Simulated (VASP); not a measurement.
Band structure of Li2O (space group Pn-3m). These are PBE GGA, VASP's PBE PAW potentials (set 64) (plane waves; VASP) values and carry that method's errors.

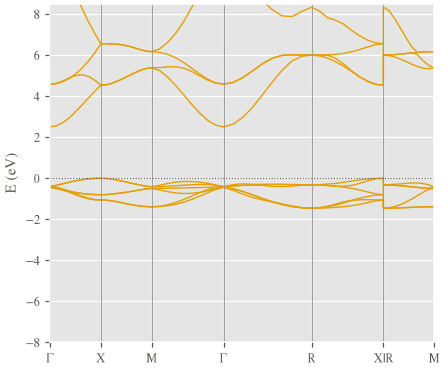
*Bands along high-symmetry lines, zero at the valence-band maximum or, without a gap, the Fermi level*

### Question
Read the plot: is there a gap, and where are the band edges?

### Answer
The gap is indirect, 2.51 eV, from the valence maximum at X to the conduction minimum at Γ.

The structure was generated: Li2O was put into an ordered model structure, which need not be its known phase. The cell was not relaxed at this level.
